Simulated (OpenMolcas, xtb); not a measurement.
A ladder of methods for InHF2 (SMILES [F][InH][F])

The species is InHF2 (4 atoms), meant as a singlet with charge 0. SMILES: `[F][InH][F]`. The shape is that of a PBE0-D4/def2-TZVP optimisation.

Quantity: the electronic atomisation energy, in eV. The values are calculated. Electronic energies at fixed atoms, without zero-point motion or spin-orbit coupling.

```csv
level,kind,program,value (eV),CPU time (all runs)
GFN2-xTB,semi-empirical,xtb,13.42,under 2 s
GFN0-xTB,semi-empirical,xtb,14.22,under 2 s
HF/def2-TZVP (core potential),Hartree–Fock,OpenMolcas,7.49,47 s
SVWN5/def2-TZVP (core potential),LDA,OpenMolcas,13.34,73 s
BLYP/def2-TZVP (core potential),GGA,OpenMolcas,11.13,86 s
revPBE/def2-TZVP (core potential),GGA,OpenMolcas,10.90,78 s
r2SCAN/def2-TZVP (core potential),meta-GGA,OpenMolcas,11.31,85 s
B3LYP/def2-TZVP (core potential),global hybrid,OpenMolcas,10.94,80 s
```

The values span 7.49 to 14.22 eV. The xTB rows lack spin polarisation, so open shells miss the exchange term that lowers them. Times are those of the runs behind each value, whatever else they computed, on shared processors of several kinds: orders of magnitude only.

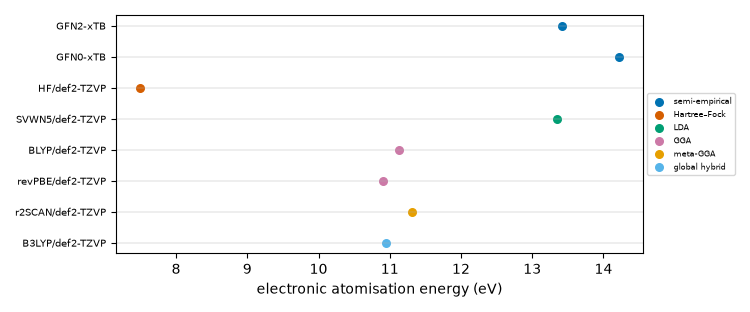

The values of the table, level by level.
